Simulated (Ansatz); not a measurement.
## Phonon calculation, with input and output: C₂H₆BNO

System: C₂H₆BNO, SMILES NB1CCO1.
Method: RKS PBE0-D4/STO-3G (Ansatz 0.2.0).

It belongs to a series of runs on one base structure; here: vibrations at the highest image of the band. Figures and captions count atoms from 1; the log counts them from 0 in places.

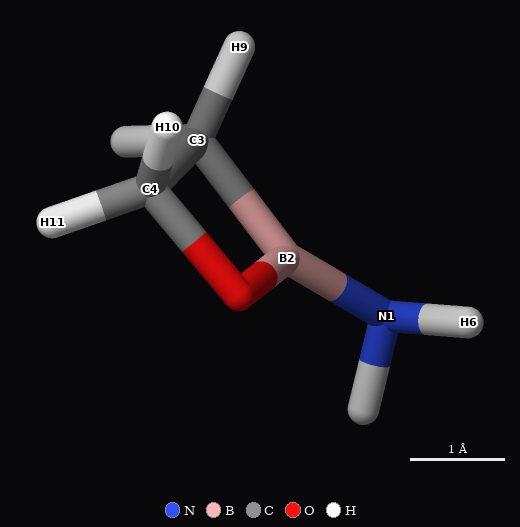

**Figure 1.** The structure as given in the input (stick view, seen at a tilt; atoms are numbered from 1 in the order of the input). Bond lengths as drawn: B–C 1.59 Å, B–N 1.47 Å, B–O 1.39 Å, C–C 1.56 Å, C–H 1.10 to 1.11 Å, C–O 1.49 Å and H–N 1.05 Å.

Results in brief:

| quantity | value |
| --- | --- |
| outcome | converged |
| total energy | −6297.7158 eV |
| mean-field energy | −6297.5643 eV |
| largest force (length of the vector) | 0.025 eV/Å |
| hardware | 1 thread of Intel Xeon (Granite Rapids), 192 GiB of memory available, shared host |
| wall time | 51 s |
| peak memory | 0.19 GiB |

Input file:
```yaml
crystal:
  periodic: [false, false, false]
  atoms:
    - { symbol: "N", position_ang: [-1.52868, 1.392558, 0.272974] }
    - { symbol: B, position_ang: [-0.427819, 0.459096, 0.008354] }
    - { symbol: C, position_ang: [0.1767, -0.852303, 0.684568] }
    - { symbol: C, position_ang: [1.15798, -0.744763, -0.517766] }
    - { symbol: O, position_ang: [0.483938, 0.483437, -1.038475] }
    - { symbol: H, position_ang: [-1.162903, 2.371958, 0.35163] }
    - { symbol: H, position_ang: [-2.174556, 1.435786, -0.551745] }
    - { symbol: H, position_ang: [-0.439914, -1.759257, 0.675068] }
    - { symbol: H, position_ang: [0.653981, -0.750523, 1.666577] }
    - { symbol: H, position_ang: [2.214555, -0.531512, -0.267672] }
    - { symbol: H, position_ang: [1.11202, -1.561477, -1.263013] }
basis:
  gaussian: { orbitals: STO-3G }
hamiltonian:
  xc: pbe0
  dispersion: d4
phonons: {}
```

Run as:
```bash
ansatz run input.yaml --threads 1 --pin off --max-ram 2048MiB --backend cpu --events-out ev --progress --plain --runs-dir out
```

What the program printed:
```
Engine: ansatz 0.2.0, x86_64-unknown-linux-gnu
Functional definition: PBE0
  parameter a = 0.25
  parameter kappa = 0.804
  parameter beta = 0.06672455060314922
  exchange = (1 - a)*pbe_x(kappa = kappa, mu = beta*pi^2/3) + a*exact_x
  correlation = pbe_c(beta = beta)
473 factors; integrals over basis functions are off by at most 2.5e-5 eV
mean field evaluation 1: about -6296.1452 eV, gradient 2.2e1 eV
mean field evaluation 2: about -6295.7136 eV, gradient 2.7e1 eV
mean field evaluation 4: about -6297.6145 eV, gradient 1.1e0 eV
mean field evaluation 8: about -6297.5642 eV, gradient 9.2e-3 eV
mean field -6297.56424787 eV, -231.4312174667 hartree, gradient 1.5e-5 eV, S^2 0.000000; 0 other end points of the search recorded, 0 dependent functions left out
the calculation of the forces begins
reference -6297.56426648 eV, -231.4312181506 hartree; 19, 19 occupied and 12, 12 virtual orbitals, 473 factors
these checks for a lower state are left out or cut short: stability, starts, cluster_reference, orbital_swaps, neighbouring_geometries, increment
473 factors; integrals over basis functions are off by at most 2.5e-5 eV
mean field evaluation 16: about -6297.5640 eV, gradient 9.6e-2 eV
mean field -6297.56407458 eV, -231.4312110985 hartree, gradient 2.7e-6 eV, S^2 0.000000; 0 other end points of the search recorded, 0 dependent functions left out
[... from here on the field's lines of each further geometry are left out, up to the last ...]
the calculation of the forces begins
reference -6297.56420561 eV, -231.4312159137 hartree; 19, 19 occupied and 12, 12 virtual orbitals, 473 factors
these checks for a lower state are left out or cut short: stability, starts, cluster_reference, orbital_swaps, neighbouring_geometries, increment
473 factors; integrals over basis functions are off by at most 2.5e-5 eV
mean field -6297.56417771 eV, -231.4312148884 hartree, gradient 2.4e-6 eV, S^2 0.000000; 0 other end points of the search recorded, 0 dependent functions left out
the calculation of the forces begins
reference -6297.56419632 eV, -231.4312155724 hartree; 19, 19 occupied and 12, 12 virtual orbitals, 473 factors
WARN: phonons: modes at or below zero, which the zero-point energy, F, S and C_V leave out: 1, the lowest at -532.68 cm⁻¹. A minimum has none, and a first-order saddle one
Total energy: -6297.71579931 eV, -231.4367868795 hartree
Atom 0 at    -1.528680     1.392558     0.272974 Å, force    -0.000206     0.001487     0.010752 eV/Å
Atom 1 at    -0.427819     0.459096     0.008354 Å, force     0.002459    -0.009919    -0.017564 eV/Å
Atom 2 at     0.176700    -0.852303     0.684568 Å, force    -0.022453    -0.009553    -0.005463 eV/Å
Atom 3 at     1.157980    -0.744763    -0.517766 Å, force     0.006830     0.022302     0.008667 eV/Å
Atom 4 at     0.483938     0.483437    -1.038475 Å, force    -0.001672     0.003601     0.000969 eV/Å
Atom 5 at    -1.162903     2.371958     0.351630 Å, force     0.003246    -0.000697    -0.000446 eV/Å
Atom 6 at    -2.174556     1.435786    -0.551745 Å, force     0.003364    -0.005058    -0.002665 eV/Å
Atom 7 at    -0.439914    -1.759257     0.675068 Å, force    -0.001238     0.002589     0.008003 eV/Å
Atom 8 at     0.653981    -0.750523     1.666577 Å, force     0.010299     0.001087    -0.005032 eV/Å
Atom 9 at     2.214555    -0.531512    -0.267672 Å, force     0.003399    -0.006530    -0.000562 eV/Å
Atom 10 at     1.112020    -1.561477    -1.263013 Å, force    -0.004028     0.000691     0.003342 eV/Å
Dipole moment:     0.166271    -0.013318    -0.171771 e Å
Vibrations: -532.68 207.41 367.45 407.19 656.36 670.19 817.55 924.88 973.91 1075.00 1115.23 1165.55 1218.35 1245.45 1301.75 1302.81 1456.67 1530.77 1639.13 1673.33 1833.58 3352.13 3406.21 3475.92 3525.47 3614.81 3774.15 cm⁻¹, zero-point energy 2.648999 eV
```

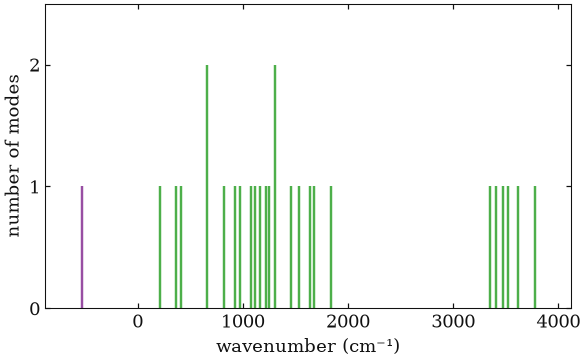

**Figure 2.** Harmonic vibrational wavenumbers from the force constants; neighbouring modes closer than 20 cm⁻¹ are counted in one stick, and imaginary ones are drawn at negative wavenumbers. 27 modes from 533i to 3774 cm⁻¹, 1 imaginary beyond 8i (533i cm⁻¹): a first-order saddle point, if the geometry is stationary.
